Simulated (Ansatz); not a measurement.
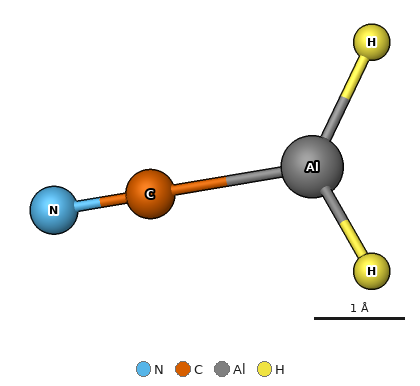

The structure (ball-and-stick view, seen at a tilt). Sticks mark near contacts.

## Single-point calculation of CH₂AlN

- system: CH₂AlN, SMILES N#[C][AlH2]
- method: RKS PBE-D4/def2-TZVPP (Ansatz 0.2.0)

The geometry comes from this level: PBE0-D4/def2-TZVP. Figures and captions count atoms from 1; the log counts them from 0 in places.

## Log
```
Functional definition: PBE
  name "PBE"
  cite "Perdew, Burke & Ernzerhof, Phys. Rev. Lett. 77, 3865 (1996) doi:10.1103/PhysRevLett.77.3865"
  parent pbe
  parameter kappa = 0.804
  parameter beta = 0.06672455060314922
  exchange = pbe_x(kappa = kappa, mu = beta*pi^2/3)
  correlation = pbe_c(beta = beta)
722 factors; their error is unknown
mean field evaluation 1: about -9143.9386 eV, gradient 5.0e1 eV
mean field evaluation 2: about -9066.0988 eV, gradient 1.4e2 eV
mean field evaluation 4: about -9149.2823 eV, gradient 1.2e1 eV
mean field evaluation 8: about -9149.8901 eV, gradient 2.2e-1 eV
mean field evaluation 16: about -9149.8830 eV, gradient 3.9e-5 eV
mean field -9149.88300375 eV, -336.2519983743 hartree, gradient 3.9e-5 eV, S^2 0.000000; 0 other end points of the search recorded, 0 dependent functions left out
the calculation of the forces begins
reference -9149.88304208 eV, -336.2519997831 hartree; 14, 14 occupied and 118, 118 virtual orbitals, 722 factors
Total energy: -9149.95078996 eV, -336.2544894715 hartree
Atom 0 at     1.382347    -1.346021     1.394164 Å, force     0.887804    -0.861196     0.907015 eV/Å
Atom 1 at     0.714170    -0.697950     0.711820 Å, force    -0.832829     0.808004    -0.850972 eV/Å
Atom 2 at    -0.407215     0.389972    -0.434569 Å, force     0.012857    -0.012627     0.013066 eV/Å
Atom 3 at    -1.629710    -0.322860    -1.120219 Å, force    -0.096934    -0.053631    -0.055094 eV/Å
Atom 4 at    -0.009693     1.903159    -0.592597 Å, force     0.029103     0.119449    -0.014015 eV/Å
Dipole moment:    -0.393765     0.381975    -0.402251 e Å
```

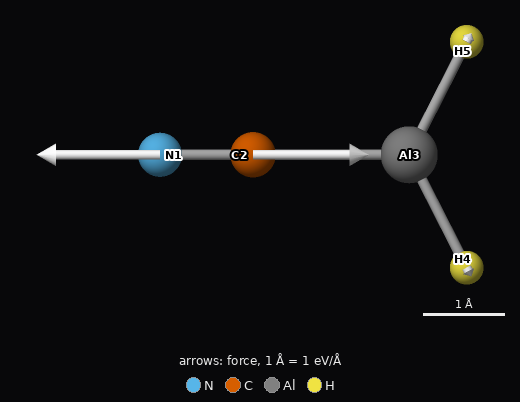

Forces on the atoms as white arrows (ball-and-stick view, seen on its broad side; atoms are numbered from 1 in the order of the input); the smallest are left out. The largest act on N1 (1.53 eV/Å); C2 (1.44 eV/Å). The geometry is not a stationary point of this energy.

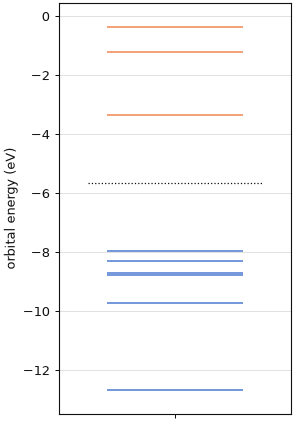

Orbital energies near the frontier; the dotted line parts filled from empty levels, and levels within 0.02 eV of each other stand side by side. Highest filled −7.95 eV, lowest empty −3.36 eV, 4.59 eV apart.

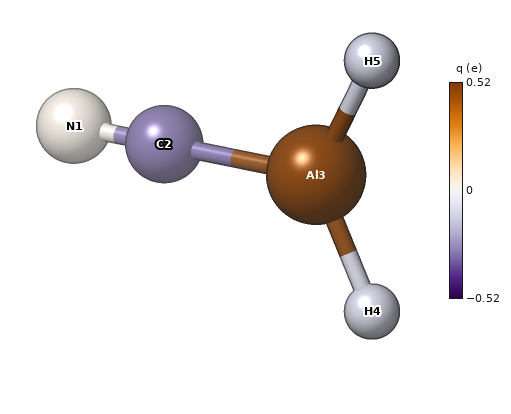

Mulliken charges, as the colour of each atom (ball-and-stick view, seen at an oblique angle; atoms are numbered from 1 in the order of the input). By element: N +0.03, C −0.32, Al +0.49 and H −0.10 e.

This output came from the following input.

## Input file
```yaml
crystal:
  periodic: [false, false, false]
  atoms:
    - {symbol: N, position_ang: [1.382347, -1.346021, 1.394164]}
    - {symbol: C, position_ang: [0.714170, -0.697950, 0.711820]}
    - {symbol: Al, position_ang: [-0.407215, 0.389972, -0.434569]}
    - {symbol: H, position_ang: [-1.629710, -0.322860, -1.120219]}
    - {symbol: H, position_ang: [-0.009693, 1.903159, -0.592597]}
basis:
  gaussian: {orbitals: def2-TZVPP}
hamiltonian: {xc: pbe, dispersion: d4}
output: {forces: true, orbitals: {seedname: orbitals}}
```

## Summary

```tsv
quantity	value
outcome	converged
total energy	−9149.9508 eV
mean-field energy	−9149.8830 eV
dispersion energy	−0.0677 eV
SCF solution under orbital rotations	stable
HOMO	−7.95 eV
LUMO	−3.36 eV
largest force (length of the vector)	1.534 eV/Å
dipole moment	3.27 D
hardware	2 CPU threads, shared host
wall time	1 s (CPU time 1.8 s)
peak memory	0.16 GiB
```
